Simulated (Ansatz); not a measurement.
# Calculations on GeHF₃

**1. Relaxation**

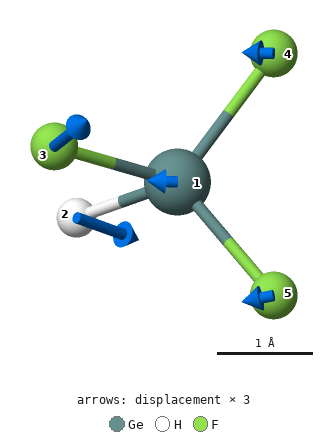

A relaxation of GeHF3. The starting structure is drawn; blue arrows show the displacements, 3 times their true length. The two geometries are superimposed by the best rigid fit.

A ball-and-stick model, seen at a tilt.

The run prepares an end point of a later path (reaction) calculation, from a guessed geometry.

All numbers below come from RKS PBE0/def2-SVP (Ansatz). Set-up: no spin polarisation; force threshold 0.03 eV/Å; at most 50 steps.

Question: What happened in the run?

Answer: The largest move after the best rigid fit is that of H2, 0.32 Å. Largest moves by element: H 0.32 Å, F 0.29 Å, Ge 0.11 Å. Near-neighbour distances that change, for instance: Ge1–F3 1.689 → 1.713 Å. Bond angles that change, for instance: H2–Ge1–F3 85.5° → 112.4°, H2–Ge1–F4 120.7° → 112.4°, F3–Ge1–F4 111.7° → 106.4°. The energy falls by 45.3 kJ/mol in 4 geometry steps. Largest force component: 1.5 eV/Å at the start, 0.016 eV/Å at the end.

**2. Relaxation**

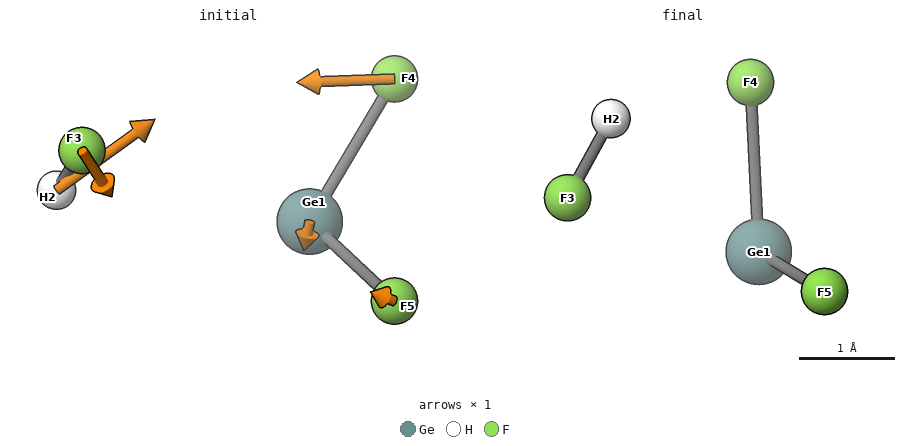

The structure of GeHF₃ before (left) and after (right) a relaxation, at one scale. The orange arrows give the displacements, at their true length.

Style: ball-and-stick. Shown at a tilt.

The run prepares an end point of a later path (reaction) calculation, from a guessed geometry.

Method: RKS PBE0/def2-SVP (Ansatz). Set-up: no spin polarisation; force threshold 0.03 eV/Å; at most 50 steps.

Describe what moved and what it gained.

The atom that moves furthest after the best rigid fit is H2 (1.32 Å). Largest moves by element: H 1.32 Å, F 1.06 Å, Ge 0.35 Å. Some distances before and after: Ge1–F3 2.871 → 2.338 Å, Ge1–H2 2.755 → 2.332 Å, Ge1–F4 1.747 → 1.816 Å, H2–F3 0.922 → 0.951 Å. Bond angles that change, for instance: F4–Ge1–F5 98.9° → 95.2°. After 27 accepted moves (34 points after the start) the energy has fallen by 0.426 eV. The largest force component goes from 0.2 to 0.019 eV/Å. The line search rejected the trial steps at points 1, 6, 11, 14, 17, 21, 30 of the run. The forces were under the threshold at step 9, but the run went on from there.

Limits of the set-up: the start holds two separate molecules, 2.8 Å apart at their closest, whose relative position is a soft coordinate and is computed without a dispersion correction.

**3. Path**

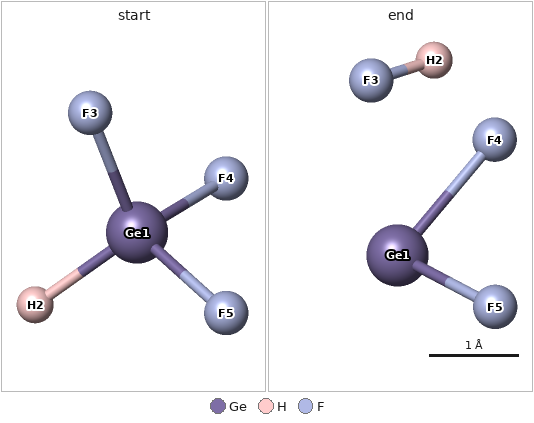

The two relaxed end points of a path for GeHF3. A ball-and-stick model, seen from a free direction.

Method: Ansatz 0.2.0, RKS PBE0/def2-SVP.

Run with 5 movable images; climbing image; force threshold 0.05 eV/Å; iteration limit 60.

Start:
```xyz
5

Ge    0.2355    0.0000    0.2568
H     0.1804    0.0000    1.7723
F     1.8423    0.0000   -0.3372
F    -0.5324    1.3719   -0.4236
F    -0.5324   -1.3719   -0.4236
```

End:
```xyz
5

Ge   -0.6592   -0.5731    0.7047
H     1.1929    0.7762    0.2710
F     1.6056    0.0033    0.6399
F    -0.4288    1.1212    0.0938
F    -0.5170   -1.3276   -0.8647
```

Q: What barrier does the band find between them, and by what path?

A: The energy climbs by 2.46 eV to image 2 and then falls by 1.86 eV, so the end point sits at +0.60 eV. Breaking: Ge1–F3 (1.71 → 1.93 at the top → 2.34 Å), Ge1–H2 (1.52 → 1.61 at the top → 2.33 Å). Forming: H2–F3 (2.69 → 1.35 at the top → 0.95 Å). The band converged in 12 iterations, with a climbing image at the top.

Energies of the converged images:

```csv
image,path (Å),E (eV)
0,0.00,0.000
1,0.63,0.776
2,1.26,2.464
3,1.95,1.046
4,2.64,0.888
5,3.33,0.766
6,4.02,0.601
```

The geometry at the top of the path:

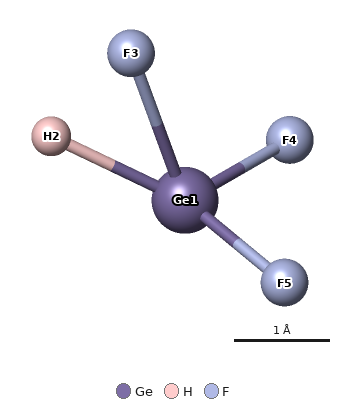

The run took 94 s on 1 thread of Intel(R) Xeon(R) 6975P-C (Granite Rapids), with other jobs on the host, peak memory 0.18 GiB.
